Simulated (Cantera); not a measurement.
Feed: 1 mol SiC, 0.045 mol CO2, 13 mol H2, equilibrated at 0.133 bar.

These are equilibrium values from Cantera (NASA tables, ideal gas, pure condensed phases), not measurements of a reactor. Candidate condensed phases: C, C6H6, C7H8, C8H18, H2O, Si, SiC, SiO2; 123 gas species. Mutual solubility and eutectic melting of coexisting phases are not modelled. The tables hold silica as quartz up to 1696 K and as liquid above; real silica turns to tridymite and cristobalite and melts near 1996 K. The numbers say what is thermodynamically allowed, not how fast it happens.

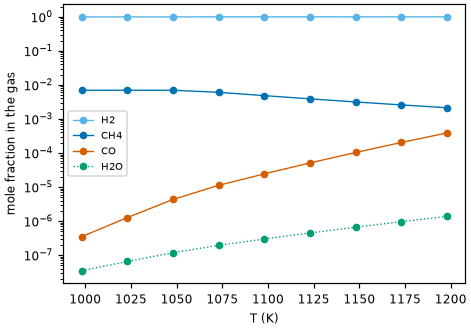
Figure. Equilibrium gas composition (values under 1e-9 drawn at 1e-9)

From 998 K to 1048 K the condensed part is SiC(s) + SiO2(β-quartz). From 1073 K to 1198 K the condensed part is C(graphite) + SiC(s) + SiO2(β-quartz).
